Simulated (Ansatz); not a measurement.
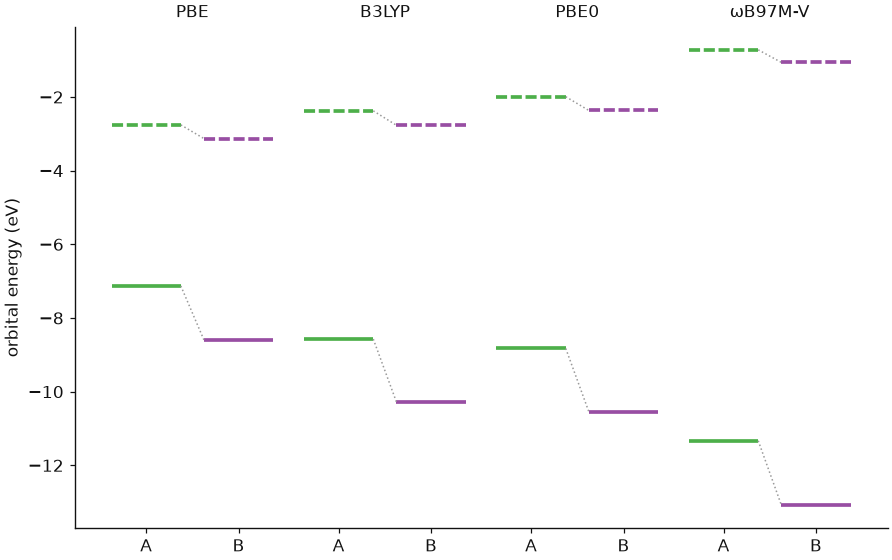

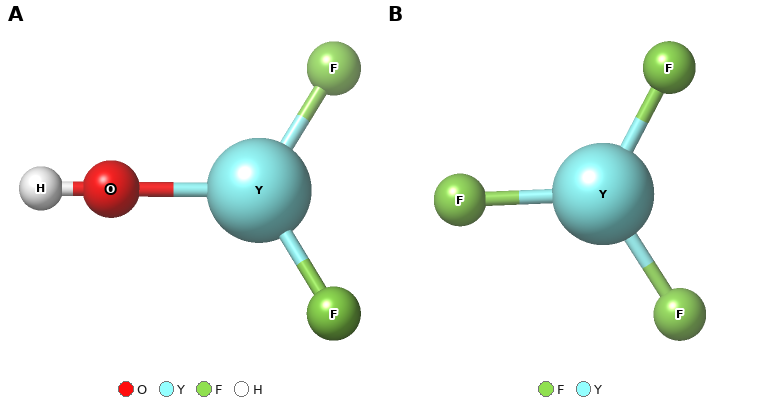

One change: A, YHOF₂ (SMILES [OH][Y]([F])[F]), becomes B, YF₃ (SMILES [F][Y]([F])[F]). OH on Y is replaced by F. HOMO (solid) and LUMO (dashed) computed in def2-TZVPP at PBE0-D4/def2-TZVP geometries, both minima by their frequencies, gas phase, the Ansatz code.

Question: What does the change do to HOMO and LUMO?

Answer: PBE: the HOMO falls by 1.47 eV, the LUMO falls by 0.37 eV, and the separation goes from 4.37 to 5.47 eV. B3LYP: the HOMO falls by 1.70 eV, the LUMO falls by 0.39 eV, and the separation goes from 6.20 to 7.51 eV. PBE0: the HOMO falls by 1.72 eV, the LUMO falls by 0.37 eV, and the separation goes from 6.83 to 8.18 eV. ωB97M-V: the HOMO falls by 1.74 eV, the LUMO falls by 0.34 eV, and the separation goes from 10.61 to 12.01 eV.

Question: Do the functionals agree on the effect?

Answer: They agree on the direction for both levels; the HOMO shift lies between −1.74 and −1.47 eV and the LUMO shift between −0.39 and −0.34 eV, while the separations themselves differ by up to 6.5 eV between functionals.

Caveats: core potentials past krypton.
